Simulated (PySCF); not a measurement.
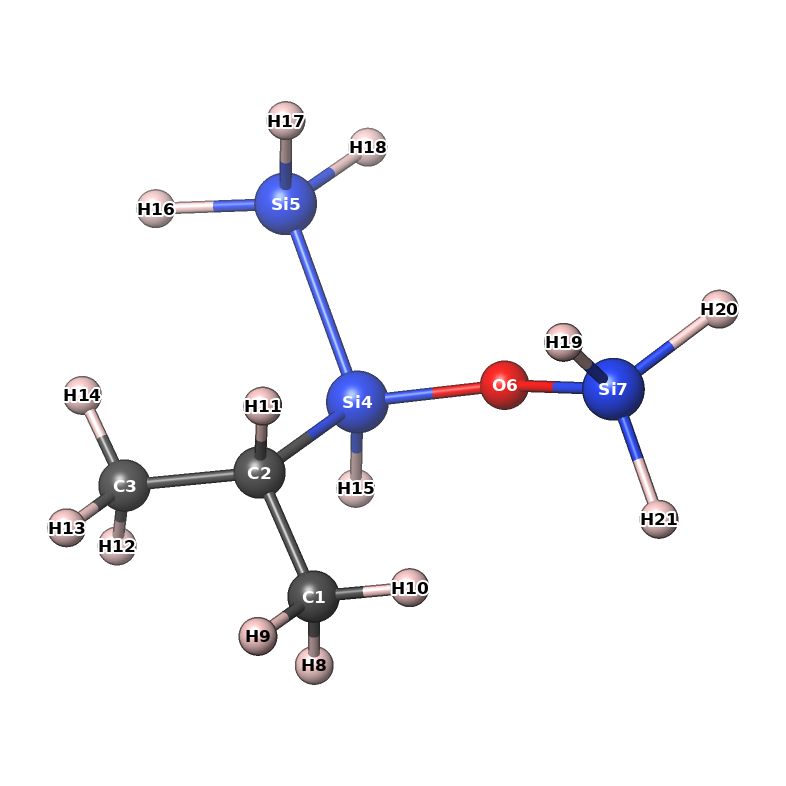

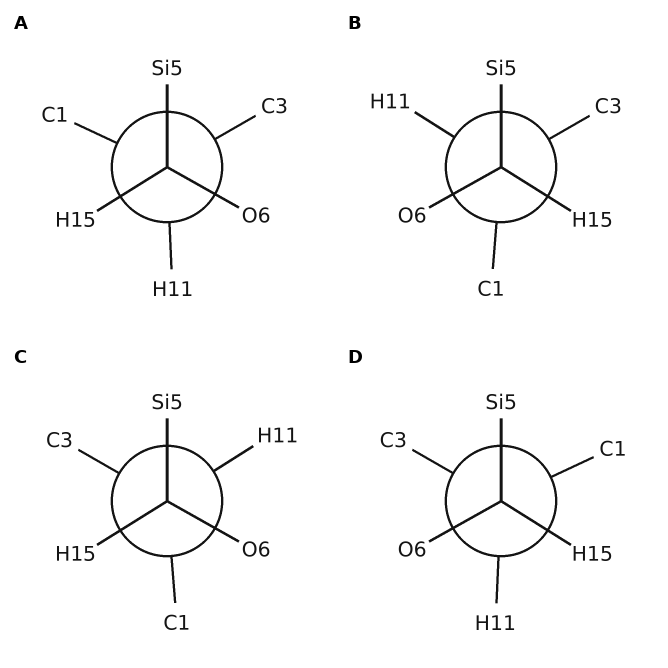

Depth is shown by fading: the farther an atom, the more it takes the colour of the background. Bonds that would overlap in a projection are set slightly apart. The computed structure is the end point of a PBE0-D3(BJ)/def2-SVP optimisation. No frequency run is at hand to confirm it as a minimum.

Which Newman projection shows the view along Si4–C2, with Si4 in front?

B. The torsion angle Si5–Si4–C2–C1 is −175°, antiperiplanar (anti).
